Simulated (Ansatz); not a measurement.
**One shape, several levels: triplet InH2OF**

We compute a comparison of 6 runs (U-wB97X/def2-SVP, UB3LYP/def2-SVP, UBHLYP/def2-SVP, UHSE06/def2-SVP, RPA@PBE0/def2-SVP, UBCCD(T)/def2-SVP) of triplet InH2OF. 

The calculation is run with Ansatz 0.2.0.

37 further runs of the same task are left out: 1 that didn't finish, 36 set aside as unsound or not needed.

### Step 1. The molecule

InH2OF has 5 atoms, charge 0, and is taken as a triplet. As SMILES of the parent species, `[OH][InH][F]`. The coordinates come from a PBE0-D4/def2-TZVP relaxation. This is one conformer, not always the lowest. That shape belongs to the parent species and isn't relaxed for this state.

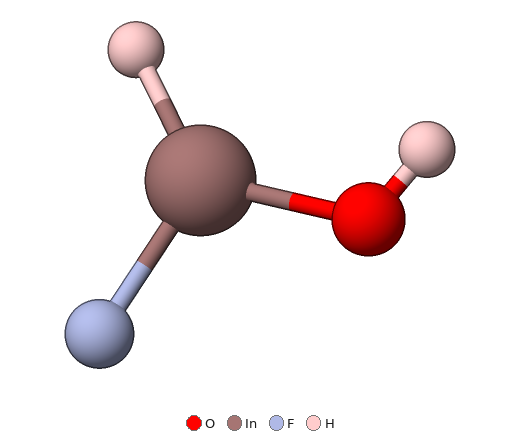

Viewed from a chosen angle; oxygen red, indium brown, fluorine light blue, hydrogen pink.

### Step 2. The energy at U-wB97X/def2-SVP (core potential) (run 1)

Input file molecule.yaml:

```yaml
crystal:
  periodic: [false, false, false]
  atoms:
    - {symbol: O, position_ang: [-1.279500, -0.345900, -0.577400]}
    - {symbol: In, position_ang: [0.480100, 0.042500, 0.210000]}
    - {symbol: F, position_ang: [1.185900, -1.654700, 0.841500]}
    - {symbol: H, position_ang: [-1.725200, 0.429800, -0.925700]}
    - {symbol: H, position_ang: [1.388500, 1.454700, 0.410200]}
basis:
  gaussian:
    orbitals: def2-SVP
magnetization:
  spin_polarized: true
  initial_magnetization: 2
hamiltonian:
  xc: {name: wB97X}
accuracy: high
output: {orbitals: {seedname: orbitals}}
```

Command:

```sh
$ ansatz run molecule.yaml --threads 1 --pin off --max-ram 3480MiB --events-out events.jsonl --progress --plain --runs-dir runs
```

Standard output:

```text
Warning: RAYON_NUM_THREADS=1 ignored (pool sized by the plan → 1); use --threads N
Functional definition: wB97X
  name "wB97X"
  parameter omega = 0.3/bohr
  parameter cx = 0.157706
  parameter cx1 = 0.726479
  parameter cx2 = 1.04760
  parameter cx3 = -5.70635
  parameter cx4 = 13.2794
  parameter css1 = -4.33879
  parameter css2 = 18.2308
  parameter css3 = -31.7430
  parameter css4 = 17.2901
  parameter cos1 = 2.37031
  parameter cos2 = -11.3995
  parameter cos3 = 6.58405
  parameter cos4 = -3.78132
  exchange = spin_sum(e_x_unif_sr(omega)*poly(b97_u_x, 1 - cx, cx1, cx2, cx3, cx4)) + cx*exact_x_sr(omega)
      + exact_x_lr(omega)
  correlation = spin_sum(e_c_pw_same_spin*poly(b97_u_same, 1, css1, css2, css3, css4))
      + integral(e_c_pw_opposite_spin*poly(b97_u_opposite, 1, cos1, cos2, cos3, cos4))
1445 factors; integrals over basis functions are off by at most 3.0e-9 eV
298 factors; integrals over basis functions are off by at most 1.3e-9 eV
mean field evaluation 1: about -9954.4945 eV, gradient 4.0e1 eV
mean field evaluation 2: about -9948.2024 eV, gradient 5.9e1 eV
mean field evaluation 4: about -9960.8818 eV, gradient 3.2e0 eV
mean field evaluation 8: about -9960.9821 eV, gradient 6.1e-1 eV
mean field evaluation 16: about -9961.0151 eV, gradient 4.6e-2 eV
mean field evaluation 32: about -9961.0152 eV, gradient 1.3e-4 eV
mean field evaluation 64: about -9960.9819 eV, gradient 2.9e-1 eV
mean field -9961.01521391 eV, -366.0605572927 hartree, gradient 9.9e-8 eV, S^2 2.010641; 6 other end points of the search recorded, 0 dependent functions left out
reference -9961.01521074 eV, -366.0605571759 hartree; 21, 19 occupied and 43, 45 virtual orbitals, 1445 factors
Total energy: -9961.01521074 eV, -366.0605571759 hartree
```

It took 1.8 min on 1 thread of Intel Xeon Platinum 8259CL at 2.50GHz (Skylake/Cascade Lake), shared host; peak memory 0.65 GiB.

### Step 3. The energy at UB3LYP/def2-SVP (core potential) (run 2)

Input file run.yaml:

```yaml
crystal:
  periodic: [false, false, false]
  atoms:
    - {symbol: O, position_ang: [-1.279500, -0.345900, -0.577400]}
    - {symbol: In, position_ang: [0.480100, 0.042500, 0.210000]}
    - {symbol: F, position_ang: [1.185900, -1.654700, 0.841500]}
    - {symbol: H, position_ang: [-1.725200, 0.429800, -0.925700]}
    - {symbol: H, position_ang: [1.388500, 1.454700, 0.410200]}
basis:
  gaussian: {orbitals: def2-SVP}
magnetization: {spin_polarized: true, initial_magnetization: 2}
hamiltonian: {xc: {name: B3LYP}}
accuracy: high
output: {orbitals: {seedname: orbitals}}
```

Command:

```sh
$ ansatz run run.yaml --threads 1 --pin off --max-ram 3480MiB --events-out events.jsonl --progress --plain --runs-dir runs
```

Standard output:

```text
Warning: RAYON_NUM_THREADS=1 ignored (pool sized by the plan → 1); use --threads N
Functional definition: B3LYP
  name "B3LYP"
  parameter a0 = 0.2
  parameter ax = 0.72
  parameter ac = 0.81
  exchange = (1 - a0 - ax)*slater_x + ax*b88_x + a0*exact_x
  correlation = (1 - ac)*vwn_rpa_c + ac*lyp_c
1445 factors; integrals over basis functions are off by at most 3.0e-9 eV
mean field evaluation 1: about -9954.1717 eV, gradient 4.8e1 eV
mean field evaluation 2: about -9856.4260 eV, gradient 1.4e2 eV
mean field evaluation 4: about -9959.2684 eV, gradient 3.3e1 eV
mean field evaluation 8: about -9963.5639 eV, gradient 9.4e-1 eV
mean field evaluation 16: about -9963.5789 eV, gradient 3.5e-3 eV
mean field evaluation 32: about -9963.5789 eV, gradient 1.6e-5 eV
mean field -9963.57894823 eV, -366.1547727912 hartree, gradient 7.6e-8 eV, S^2 2.008145; 6 other end points of the search recorded, 0 dependent functions left out
reference -9963.57898566 eV, -366.1547741667 hartree; 21, 19 occupied and 43, 45 virtual orbitals, 1445 factors
Total energy: -9963.57898566 eV, -366.1547741667 hartree
```

Wall time 29 s (1 thread of Intel Xeon Platinum 8259CL at 2.50GHz (Skylake/Cascade Lake), shared host); peak memory 0.3 GiB.

Run 3 isn't shown in full; the table further down has it.

### Step 4. The energy at UHSE06/def2-SVP (core potential) (run 4)

Input file input.yaml:

```yaml
crystal:
  periodic: [false, false, false]
  atoms:
    - symbol: O
      position_ang: [-1.279500, -0.345900, -0.577400]
    - symbol: In
      position_ang: [0.480100, 0.042500, 0.210000]
    - symbol: F
      position_ang: [1.185900, -1.654700, 0.841500]
    - symbol: H
      position_ang: [-1.725200, 0.429800, -0.925700]
    - symbol: H
      position_ang: [1.388500, 1.454700, 0.410200]
basis:
  gaussian:
    orbitals: def2-SVP
accuracy: high
hamiltonian:
  xc: hse06
magnetization:
  spin_polarized: true
  initial_magnetization: 2
output: {orbitals: {seedname: orbitals}}
```

Command:

```sh
$ ansatz run input.yaml --threads 1 --pin off --max-ram 3480MiB --events-out events.jsonl --progress --plain --runs-dir runs
```

Standard output:

```text
Warning: RAYON_NUM_THREADS=1 ignored (pool sized by the plan → 1); use --threads N
Functional definition: HSE06
  name "HSE06"
  parameter a = 0.25
  parameter omega = 0.11/bohr
  exchange = pbe_x - a*pbe_x_sr(omega) + a*exact_x_sr(omega)
  correlation = pbe_c
1445 factors; integrals over basis functions are off by at most 3.0e-9 eV
94 factors; integrals over basis functions are off by at most 1.4e-9 eV
mean field evaluation 1: about -9947.8744 eV, gradient 4.6e1 eV
mean field evaluation 2: about -9855.4447 eV, gradient 1.3e2 eV
mean field evaluation 4: about -9953.3950 eV, gradient 2.8e1 eV
mean field evaluation 8: about -9956.4861 eV, gradient 9.7e-1 eV
mean field evaluation 16: about -9956.5754 eV, gradient 3.9e-3 eV
mean field evaluation 32: about -9956.5754 eV, gradient 1.7e-5 eV
mean field evaluation 64: about -9956.0382 eV, gradient 2.0e0 eV
mean field -9956.57541870 eV, -365.8973978281 hartree, gradient 8.4e-8 eV, S^2 2.008162; 7 other end points of the search recorded, 0 dependent functions left out
reference -9956.57542311 eV, -365.8973979902 hartree; 21, 19 occupied and 43, 45 virtual orbitals, 1445 factors
Total energy: -9956.57542311 eV, -365.8973979902 hartree
```

Wall time 23 s (1 thread of Intel Xeon Platinum 8259CL at 2.50GHz (Skylake/Cascade Lake), shared host); peak memory 0.31 GiB.

Run 5 isn't shown in full; the table further down has it.

### Step 5. The energy at UBCCD(T)/def2-SVP (core potential) (run 6)

Input file job.yaml:

```yaml
basis:
  gaussian: {orbitals: def2-SVP}
crystal:
  periodic: [false, false, false]
  atoms:
    - {symbol: O, position_ang: [-1.279500, -0.345900, -0.577400]}
    - {symbol: In, position_ang: [0.480100, 0.042500, 0.210000]}
    - {symbol: F, position_ang: [1.185900, -1.654700, 0.841500]}
    - {symbol: H, position_ang: [-1.725200, 0.429800, -0.925700]}
    - {symbol: H, position_ang: [1.388500, 1.454700, 0.410200]}
magnetization: {spin_polarized: true, initial_magnetization: 2}
correlation: {method: bccd_t, frozen_orbitals: {F: 1, H: 0, In: 4, O: 1}}
accuracy: high
scf: {omitted_lower_state_checks: [cluster_reference, increment]}
```

Command:

```sh
$ ansatz run job.yaml --threads 1 --pin off --max-ram 3480MiB --events-out events.jsonl --progress --plain --runs-dir runs
```

Standard output:

```text
Warning: RAYON_NUM_THREADS=1 ignored (pool sized by the plan → 1); use --threads N
[... 18 lines left out ...]
6 core orbitals not correlated: weight in the atoms' cores, before any rotation towards them, 1.000 or more for the frozen orbitals, at most 0.000 for the correlated occupied ones
[... 61 lines left out ...]
Total energy: -9927.49064827 eV, -364.8285522289 hartree
Checks for a lower state left out: cluster_reference, increment
```

Wall time 93 s (1 thread of Intel Xeon Platinum 8259CL at 2.50GHz (Skylake/Cascade Lake), shared host); peak memory 0.64 GiB.

### Step 6. All runs side by side

```
run                               level  frozen core orbitals  energy (Eh)  HOMO energy (eV)   ⟨S²⟩  wall time
  1   U-wB97X/def2-SVP (core potential)                     –  -366.060557             -5.41  2.011    1.8 min
  2    UB3LYP/def2-SVP (core potential)                     –  -366.154774             -3.53  2.008       29 s
  3    UBHLYP/def2-SVP (core potential)                     –  -365.922066             -4.33  2.009       28 s
  4    UHSE06/def2-SVP (core potential)                     –  -365.897398             -3.28  2.008       23 s
  5  RPA@PBE0/def2-SVP (core potential)                     6  -364.970707                 –  2.008       49 s
  6  UBCCD(T)/def2-SVP (core potential)                     6  -364.828552                 –  2.018       93 s
```

### Step 7. Outcome

| quantity | value |
| --- | --- |
| run 6: total energy | -364.82855 Eh |
| run 6: correlation energy (6 core orbitals frozen) | -458.0 mEh |
| run 6: (T) correction | -10.45 mEh |
| run 6: ⟨S²⟩ of the reference determinant | 2.018 |

What this shows: Totals of different functionals can't be ranked against each other. All runs together took 5.5 min, the longest 1.8 min.
